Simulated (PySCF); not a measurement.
```yaml
atoms:
  - { symbol: B, position_ang: [-3.3571, 0.2800, -0.8486] }
  - { symbol: N, position_ang: [-2.2160, -0.2034, -0.0721] }
  - { symbol: C, position_ang: [-1.3292, -0.5946, 0.5473] }
  - { symbol: C, position_ang: [-0.1792, -1.0505, 1.2866] }
  - { symbol: C, position_ang: [1.0292, -0.4576, 0.7244] }
  - { symbol: C, position_ang: [2.0166, 0.0399, 0.2489] }
  - { symbol: Si, position_ang: [3.5402, 0.8013, -0.4769] }
  - { symbol: H, position_ang: [-3.7116, 1.2853, -0.3140] }
  - { symbol: H, position_ang: [-2.9379, 0.4604, -1.9506] }
  - { symbol: H, position_ang: [-4.1736, -0.5884, -0.7986] }
  - { symbol: H, position_ang: [-0.1179, -2.1437, 1.2291] }
  - { symbol: H, position_ang: [-0.2823, -0.7596, 2.3388] }
  - { symbol: H, position_ang: [4.6160, 0.6370, 0.5032] }
  - { symbol: H, position_ang: [3.8419, 0.0870, -1.7176] }
  - { symbol: H, position_ang: [3.2565, 2.2147, -0.7219] }
```

Geometry: GFN2-xTB.

Theory: CAM-B3LYP/def2-SVPD, SCF density, gas phase in PySCF.

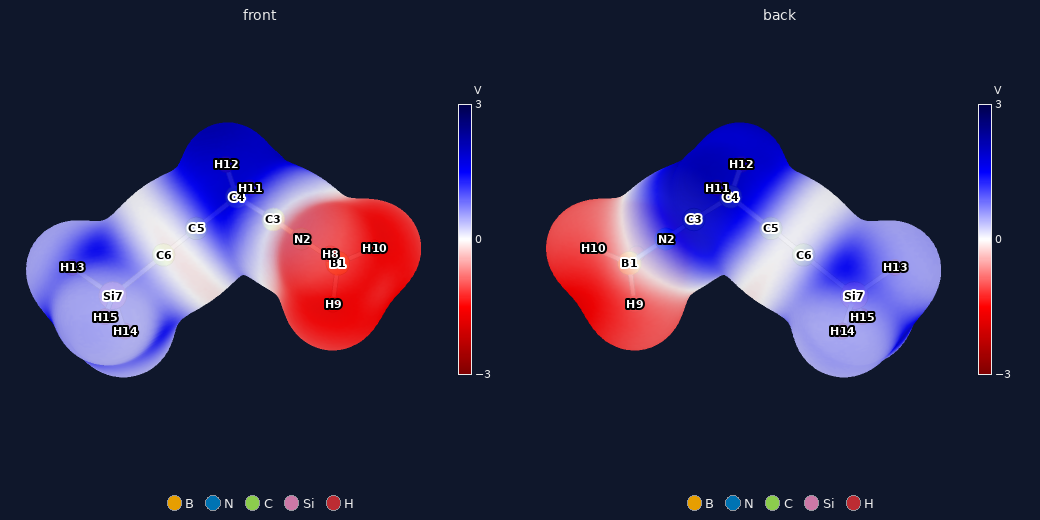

C₄H₈BNSi (SMILES [BH3-][N+]#CCC#C[SiH3]). The electrostatic potential painted on the density surface at 0.002 e/bohr³, seen from the front and from behind; red is negative and blue positive.

### Where is the surface potential most negative and most positive?

The most negative region (about −1.6 V) lies over H9, the most positive (about +2.1 V) over H11 and H12.
